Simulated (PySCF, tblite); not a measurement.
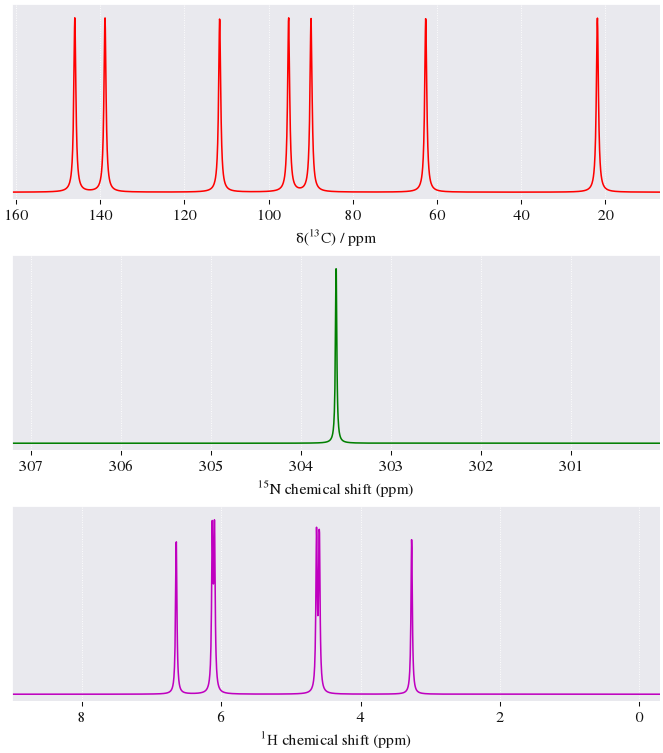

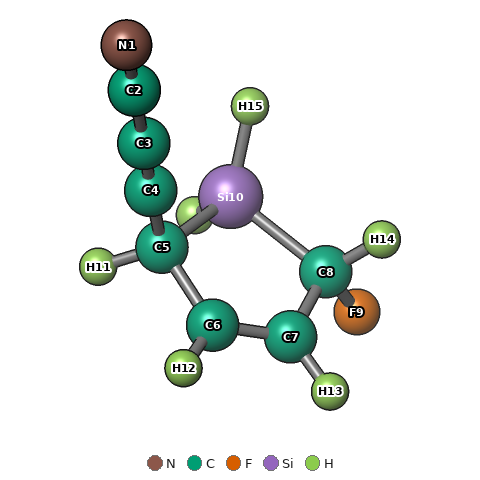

Spectrum and numbered structure of C₇H₆FNSi, SMILES N#CC#C[C@@H]1C=C[C@@H](F)[SiH2]1. GIAO shifts, PBE0/pcSseg-1 with PySCF, at a GFN2-xTB geometry (a minimum by its frequencies), against TMS for ¹³C, NH₃ for ¹⁵N and TMS for ¹H computed at the same level (¹⁵N: a single molecule, while the usual scales start at liquid NH₃ or nitromethane; multiply bonded nitrogen can come out tens of ppm too deshielded). Gas phase, fully decoupled, line heights follow the number of nuclei, widths are arbitrary (no quadrupolar broadening); values of one conformer, averaged over methyl-type rotors and exact or near symmetry.

**Assign the ¹³C signals to the numbered atoms.**

| δ (ppm) | nuclei | atoms |
| --- | --- | --- |
| 146.0 | 1 | C7 |
| 138.8 | 1 | C6 |
| 111.6 | 1 | C2 |
| 95.2 | 1 | C8 |
| 89.9 | 1 | C4 |
| 62.7 | 1 | C3 |
| 21.9 | 1 | C5 |

**Where does the ¹⁵N line lie?**

At 303.6 ppm (N1).

**Which ¹H nuclei are the least shielded, and which the most?**

Least shielded: H13 at 6.64 ppm. Most shielded: H11 at 3.27 ppm.

Note: the tight-binding geometry is rougher than a DFT one and adds to the error.
